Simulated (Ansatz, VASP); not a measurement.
# HfB2 in two plane-wave programs

One calculation is typed for both programs; each brings its own data sets and cutoff. How far apart do they land?

Calculated with Ansatz 0.2.0; plane waves, with VASP 6.6.1 beside it; relaxation of cell and atoms at PBEsol, spin-orbit coupling.

## 1. Set-up

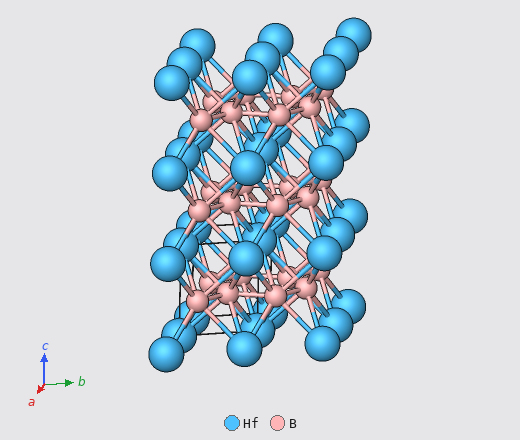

The cell as given, slightly off an axis (hafnium blue, boron pink). 2×2×3 cells are drawn. Some periodic images of atoms are drawn too.

## 2. Ansatz: relaxation of cell and atoms, PBEsol, spin-orbit coupling

Ansatz runs on its fully relativistic PAW (standard-fr) files.

The relaxed volume is the usual yardstick between codes: its relative difference is about their pressure difference at one cell divided by the bulk modulus.

Input file input.yaml:

```yaml
crystal:
  lattice:
    - [3.14, 0.0, 0.0]
    - [-1.57, 2.7193197679, 0.0]
    - [0.0, 0.0, 3.48]
  atoms:
    - { symbol: Hf, position: [0.0, 0.0, 0.0] }
    - { symbol: B, position: [0.6666666667, 0.3333333333, 0.5] }
    - { symbol: B, position: [0.3333333333, 0.6666666667, 0.5] }
hamiltonian:
  xc: pbesol
  pseudopotentials: { kind: paw_fr }
magnetization:
  noncollinear: true
  spin_orbit: true
kpoints:
  mp_grid: { grid: [8, 8, 6] }
scf:
  occupations: { method: methfessel_paxton, width: 0.1 }
relax:
  f_tol: 0.01
  max_steps: 60
  cell: { stress_tol: 0.05 }
output:
  forces: true
  stress: true
  write_density: true
  write_potential: true
  elf: true
  volumetric_format: npy
```

Command:

```
$ ansatz run input.yaml --threads 4 --pin off --max-ram 9216MiB --backend cpu --events-out ev --progress --plain --runs-dir out
```

Numbers of over 12 decimals in the logs are rounded to 6 here.

What it wrote:

```text
Engine: ansatz 0.2.0, aarch64-unknown-linux-gnu
Pseudopotentials: kind: paw_fr
Pseudopotential: Hf, paw_fr, valence charge 26, recommended cutoff 420 eV (normal), Hf.paw.azcp#standard-fr
Pseudopotential: B, paw_fr, valence charge 3, recommended cutoff 420 eV (normal), B.paw.azcp#standard-fr
Functional definition: PBEsol
  exchange = pbesol_x
  correlation = pbesol_c
non-collinear run that drives no moment, with spin-orbit: no starting moment large enough to seed its density (crystal.atoms[].spin), no starting occupations that ask for one, no magnetisation constraint and no magnetic field, so the semilocal B_xc is pinned to zero
Crystal: 3 atoms, lattice volume = 29.715 Å³
Basis set: ecut = 420 eV, 563 PW (Γ), exchange–correlation on 48×48×48 points (8 copies of the dense FFT grid, shifted against one another)
Bands: 40, of which v1, the nominal top of the filled ones, is band 32 counted from 1 (31 counted from 0)
Symmetry: 24 space group operations + 24 with time reversal
Magnetic group: BNS 191.234 (UNI 1464), of the structure as read, at distance tolerance 3.1e-5 Å
k-points: 40 of 384
Projection manifold: j_resolved (fully-relativistic pseudo-atomic orbitals)
Non-local potential: Hf, projectors of the file, l = 0: 3, l = 1: 4, l = 2: 4, l = 3: 6
Non-local potential: B, projectors of the file, l = 0: 2, l = 1: 4, l = 2: 2
PAW form: soft (Blöchl's): semilocal exchange-correlation on the pseudo side does not see the compensation charge
PAW frozen core: Hf, regenerated for the run's functional, and the local potential with it (the file was generated under x = pbe(κ = 0.804, μ = 0.219515), c = pbe(β = 0.066725))
PAW frozen core: B, regenerated for the run's functional, and the local potential with it (the file was generated under x = pbe(κ = 0.804, μ = 0.219515), c = pbe(β = 0.066725))
PAW one-centre angular grid: Hf, 590 points (default); XC on 64 Gauss nodes
PAW one-centre angular grid: B, 110 points (default); XC on 64 Gauss nodes
Initial density: superposition of atomic densities (chi_scale 0.1, normalization cell, long waves kept (reshape's long-wave potential 0.00 eV rms))
Initial wavefunctions: pseudopotential atomic-orbital guess
Functional: x = pbesol(κ = 0.804, μ = 0.123457), c = pbesol(β = 0.046)
SCF iter   1: F=—  HF=-15925.406010 eV  |F-HF|=—  |Δ(HF+E_count)|=         —  Δρ=6.36e-2  dr2=1.78e0  dr2_m=0.00e0 (ungated)  ethr=3.10e-3  |M|=0.00e0 ∫|m|=0.00e0 μB  |m|>n=0.0e0 m-floor=0.0e0 τ_xc=0.0e0  β_m=0.30  ⟨swp⟩=4.4  Hψ=3218  notcnv=0  defer=6
preconditioner: auto → none  [metal: Δε(μ)=0.044 eV  Ē_g=16.732 eV  σ=0.100 eV  W_gap=0.33  n_scr=8 (ndim 8)  ℏωp=37.3 eV  f_vac=0.000  D(μ)=1.09/eV (n_scr^D=8)  sad-step TF]
SCF iter   2: F=—  HF=-15925.123543 eV  |F-HF|=—  |Δ(HF+E_count)|=   2.82e-1  S|Δr|=    0.00e0  Δρ=4.50e-2  dr2=8.93e-1  dr2_m=0.00e0 (ungated)  ethr=3.10e-3  |M|=0.00e0 ∫|m|=0.00e0 μB  |m|>n=0.0e0 m-floor=0.0e0 τ_xc=0.0e0  β_m=0.61  ⟨swp⟩=2.0  Hψ=1059  notcnv=0  defer=114
SCF iter   3: F=—  HF=-15924.843091 eV  |F-HF|=—  |Δ(HF+E_count)|=   2.80e-1  S|Δr|=    0.00e0  Δρ=8.79e-3  dr2=1.52e-2  dr2_m=0.00e0 (ungated)  ethr=2.79e-3  |M|=0.00e0 ∫|m|=0.00e0 μB  |m|>n=0.0e0 m-floor=0.0e0 τ_xc=0.0e0  β_m=0.50  ⟨swp⟩=2.9  Hψ=1401  notcnv=0  defer=118
SCF iter   4: F=—  HF=-15924.812540 eV  |F-HF|=—  |Δ(HF+E_count)|=   3.06e-2  S|Δr|=    0.00e0  Δρ=2.89e-3  dr2=1.19e-3  dr2_m=0.00e0 (ungated)  ethr=4.76e-5  |M|=0.00e0 ∫|m|=0.00e0 μB  |m|>n=0.0e0 m-floor=0.0e0 τ_xc=0.0e0  β_m=0.75  ⟨swp⟩=2.1  Hψ=1645  notcnv=0  defer=112
SCF iter   5: F=—  HF=-15924.815729 eV  |F-HF|=—  |Δ(HF+E_count)|=   3.19e-3  S|Δr|=    0.00e0  Δρ=9.45e-4  dr2=4.55e-4  dr2_m=0.00e0 (ungated)  ethr=3.71e-6  |M|=0.00e0 ∫|m|=0.00e0 μB  |m|>n=0.0e0 m-floor=0.0e0 τ_xc=0.0e0  β_m=0.74  ⟨swp⟩=2.0  Hψ=1427  notcnv=0  defer=112
SCF iter   6: F=—  HF=-15924.815607 eV  |F-HF|=—  |Δ(HF+E_count)|=   1.21e-4  S|Δr|=    0.00e0  Δρ=2.30e-4  dr2=2.55e-5  dr2_m=0.00e0 (ungated)  ethr=1.42e-6  |M|=0.00e0 ∫|m|=0.00e0 μB  |m|>n=0.0e0 m-floor=0.0e0 τ_xc=0.0e0  β_m=0.71  ⟨swp⟩=2.0  Hψ=1141  notcnv=0  defer=112
SCF iter   7: F=—  HF=-15924.815600 eV  |F-HF|=—  |Δ(HF+E_count)|=   7.65e-6  S|Δr|=    0.00e0  Δρ=3.89e-5  dr2=2.00e-7  dr2_m=0.00e0 (ungated)  ethr=7.96e-8  |M|=0.00e0 ∫|m|=0.00e0 μB  |m|>n=0.0e0 m-floor=0.0e0 τ_xc=0.0e0  β_m=0.77  ⟨swp⟩=2.0  Hψ=1059  notcnv=0  defer=112
SCF iter   8: F=-15924.815600 eV  HF=-15924.815600 eV  |F-HF|=4.51e-10  |Δ(HF+E_count)|=   5.41e-8  S|Δr|=    0.00e0  Δρ=3.90e-6  dr2=1.56e-9  dr2_m=0.00e0 (ungated)  ethr=3.13e-10  |M|=0.00e0 ∫|m|=0.00e0 μB  |m|>n=0.0e0 m-floor=0.0e0 τ_xc=0.0e0  ⟨swp⟩=7.5  Hψ=4881  notcnv=0
SCF 1 converged in 8 iterations: F = -15924.815600 eV  dr2 = 1.56e-9
  greatest PAW one-centre occupation: 0.998 electrons in one spin orbital (limit 2), on the Hf atom at site 0 (counted from 0), in its partial waves of l = 0
relax step   1: F+E_penalty+E_count = -15924.81559952 eV  Δ(F+E_penalty+E_count) = +0.000e0 eV  max|allowed force component| = 1.480e-16 eV/Å  Δτ_max = 0.0000 Å  P = -4.730 GPa  Ω = 29.715 Å³  (8 SCF iters, dr2 threshold 1.00e-7 eV, accepted)
[...]
relax step   2: F+E_penalty+E_count = -15924.82287456 eV  Δ(F+E_penalty+E_count) = -7.275e-3 eV  max|allowed force component| = 1.480e-16 eV/Å  Δτ_max = 0.0000 Å  P = +2.166 GPa  Ω = 28.892 Å³  energy of the carried Pulay correction = +8.789e-4 eV  (6 SCF iters, dr2 threshold 3.00e-7 eV, accepted)
[...]
relax step   3: F+E_penalty+E_count = -15924.82590344 eV  Δ(F+E_penalty+E_count) = -3.029e-3 eV  max|allowed force component| = 1.511e-16 eV/Å  Δτ_max = 0.0000 Å  P = +0.068 GPa  Ω = 29.142 Å³  energy of the carried Pulay correction = +6.235e-4 eV  (5 SCF iters, dr2 threshold 3.00e-7 eV, accepted)
[...]
relax step   4: F+E_penalty+E_count = -15924.82596071 eV  Δ(F+E_penalty+E_count) = -5.726e-5 eV  max|allowed force component| = 1.511e-16 eV/Å  Δτ_max = 0.0000 Å  P = -0.014 GPa  Ω = 29.147 Å³  energy of the carried Pulay correction = +6.128e-4 eV  (3 SCF iters, dr2 threshold 2.84e-7 eV, accepted)
[...]
relax step   5: F+E_penalty+E_count = -15924.82540149 eV  Δ(F+E_penalty+E_count) = +5.592e-4 eV  max|allowed force component| = 1.634e-16 eV/Å  Δτ_max = 0.0000 Å  P = -0.036 GPa  Ω = 29.147 Å³  stress off target by 6.62e-2 GPa  SCF on the basis re-selected at this cell (its energy is not comparable with the rows above)  (6 SCF iters)
[...]
relax step   6: F+E_penalty+E_count = -15924.82540682 eV  Δ(F+E_penalty+E_count) = -5.330e-6 eV  max|allowed force component| = 1.480e-16 eV/Å  Δτ_max = 0.0000 Å  P = -0.001 GPa  Ω = 29.143 Å³  energy of the carried Pulay correction = +4.433e-6 eV  (3 SCF iters, dr2 threshold 1.10e-8 eV, accepted)
[...]
relax step   7: F+E_penalty+E_count = -15924.82539347 eV  Δ(F+E_penalty+E_count) = +1.335e-5 eV  max|allowed force component| = 1.634e-16 eV/Å  Δτ_max = 0.0000 Å  P = -0.001 GPa  Ω = 29.143 Å³  stress off target by 8.75e-4 GPa  SCF on the basis re-selected at this cell (its energy is not comparable with the rows above)  (3 SCF iters)
basis re-selected at this cell: Δ(F+E_penalty+E_count) = +1.335e-5 eV, ΔP = -0.000 GPa vs the last step (what re-selecting the basis moved, of the pressure what is left beyond the Pulay correction that the steps carried, after the strain that the cell walked since its last selection, with what the two solves' SCF thresholds leave and, on support functions, any second-order correction that the steps lacked; it is no m [...]
SCF converged after 3 iterations
Stability not checked: this state was not tested for a lower state beside it, because cold or Methfessel-Paxton smearing, or corrected tetrahedra, fill the levels in a way that the test cannot read (fill_not_monotonic; see scf.lower_state_search)
Magnetization: |M| = 0.0000 μB,  M = (+0.0000, +0.0000, +0.0000) μB
Absolute magnetization: 0.0000 μB (∫|m|)
  site 0: m = (+0.0000, +0.0000, +0.0000) μB, |m| = 0.0000 μB  (R = 1.03 Å)
  site 1: m = (+0.0000, +0.0000, +0.0000) μB, |m| = 0.0000 μB  (R = 0.75 Å)
  site 2: m = (+0.0000, +0.0000, +0.0000) μB, |m| = 0.0000 μB  (R = 0.75 Å)
Free energy (F): -15924.825393 eV
Harris-Foulkes:  -15924.825393 eV  (|F-HF|=5.46e-12)
Internal energy: -15924.825459 eV  (E = F + TS)
E sigma→0 (E₀):  -15924.825410 eV
Entropy (-TS):   0.000065 eV (0.022 meV/atom)
Fermi energy:    21.029707 eV
--- Per-component energies (eV) ---
  E_band       = 139.862131
  E_kinetic    = 527.957073
  E_local      = -5228.167897  (includes V_loc(G=0)·N_el)
  E_nonlocal   = -1217.378048
  E_hartree    = 2495.657318
  E_xc         = -364.742142
  E_vxc        = -346.695280  (∫ρ·V_xc dr)
  E_paw        = -6977.106517  (= ΣΔE_a)
  E_vpaw       = 1412.831930  (= ΣTr[D̂ρ^β])
  E_aug_tail   = -0.000007  (compensation charges beyond the density's cutoff)
  E_ewald      = -5162.330674
  E_core_change = 1.285436  (= ΣΔE_core)
  E_smearing   = 0.000065  (= −TS)
  E_closure    = 0.000000  (closes the sum)
  Σ components = -15924.825393   (vs F -15924.825393, Δ=0.00e0)
--- Forces (eV/Å), atoms counted from 1 ---
  atom   1  Hf     0.00000000    -0.00000000     0.00000000
  atom   2  B     -0.00000000     0.00000000     0.00000000
  atom   3  B      0.00000000    -0.00000000     0.00000000
  max |Σ_I F_I| component: 6.48e-17 eV/Å
--- Stress (GPa, compression-positive) ---
       -0.000875       0.000000       0.000000
        0.000000      -0.000875       0.000000
        0.000000       0.000000      -0.000311
  P = ⅓ Tr σ = -0.0007 GPa (-0.007 kbar)
--- Band table (eV; the first three rows and the last of 40) ---
  k-point 0: bands = [... 28 lower, 17.8345, 17.8345, 18.1536, 18.1536, 24.7316, 24.7316, 24.9157, 24.9157, ... 4 higher]
  k-point 1: bands = [... 28 lower, 18.1279, 18.1279, 19.9904, 19.9904, 22.8630, 22.8630, 23.0398, 23.0398, ... 4 higher]
  k-point 2: bands = [... 28 lower, 18.9320, 18.9320, 21.3648, 21.3648, 21.5520, 21.5520, 22.0792, 22.0792, ... 4 higher]
  k-point 39: bands = [... 28 lower, 17.2085, 17.2085, 17.8222, 17.8222, 25.4386, 25.4386, 26.5563, 26.5563, ... 4 higher]
--- Relaxed structure (5 steps of the walk, 5 accepted, 2 SCFs on fresh bases) ---
  F+E_penalty+E_count = -15924.82539347 eV   max|allowed force component| = 1.634e-16 eV/Å   (the final SCF, on the basis selected at the relaxed cell)
  cell:  # Å, volume = 29.1429 Å³
    - [3.129019, 0.0, 0.0]
    - [-1.564510, 2.709810, 0.0]
    - [0.0, 0.0, 3.437047]
  atoms:
    - { symbol: Hf, position: [0, 0, 0.0] }
    - { symbol: B, position: [0.666667, 0.333333, 0.5] }
    - { symbol: B, position: [0.333333, 0.666667, 0.5] }
```

It took 15 s on 4 threads of Arm Neoverse V1, shared host; peak memory 0.55 GiB.

[end of part 1 of 2]

[Lines on the potential files, build, host, timing and source positions are cut from VASP's logs without a mark.]

[Logs are printed without paths, hosts, clocks, repeated set-up lines and the standing remarks that a program may print on its own settings, such as how far it seeks lower states.]

[Hosts, paths, dates, database ids (printed as entryN), source tags and the programs' standing remarks are cut or masked in the printed files.]
